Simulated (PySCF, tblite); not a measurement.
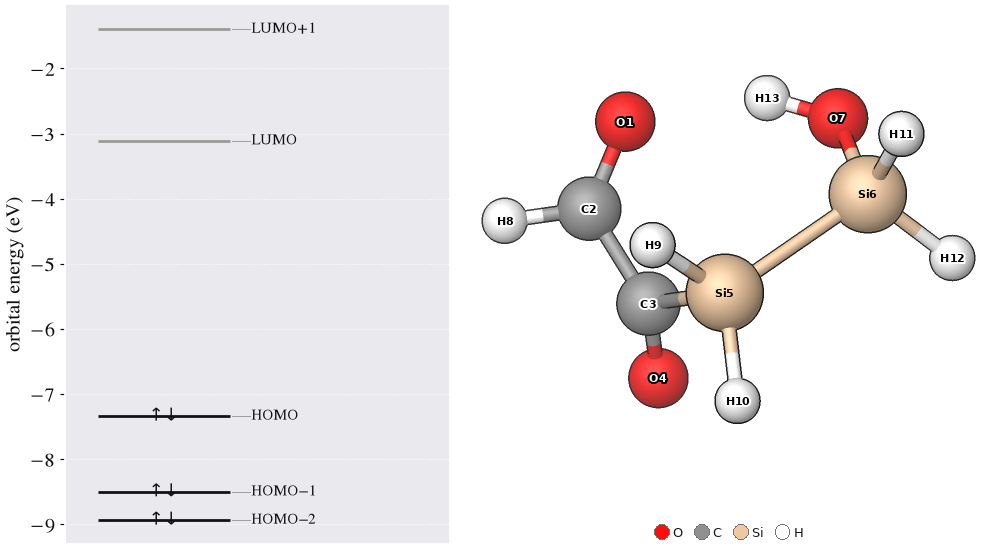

C₂H₆O₃Si₂, SMILES O=CC(=O)[SiH2][SiH2]O. Kohn-Sham orbital energies near the frontier, PBE0/def2-SVPD, PySCF 2.14.0, at a GFN2-xTB geometry (a minimum by its frequencies), isolated molecule; empty levels in grey, levels within 0.03 eV side by side.

### Where do the frontier orbitals lie?

HOMO at −7.33 eV, LUMO at −3.11 eV, 4.23 eV apart.

### List the levels with the atoms that carry most of them (a dash for levels above zero or within 0.03 eV of another, where shares mean little).

```tsv
orbital	energy (eV)	Löwdin shares
LUMO+1	−1.39	C3 24 %, C2 23 %, O4 17 %
LUMO	−3.11	C2 26 %, C3 21 %, O1 19 %
HOMO	−7.33	O4 39 %, C3 16 %, Si5 13 %
HOMO−1	−8.50	O7 29 %, Si6 20 %, Si5 20 %
HOMO−2	−8.93	O7 39 %, Si6 23 %, H12 16 %
```

Caveats: the tight-binding geometry is rougher than a DFT one and adds to the error; one conformer of a flexible molecule.
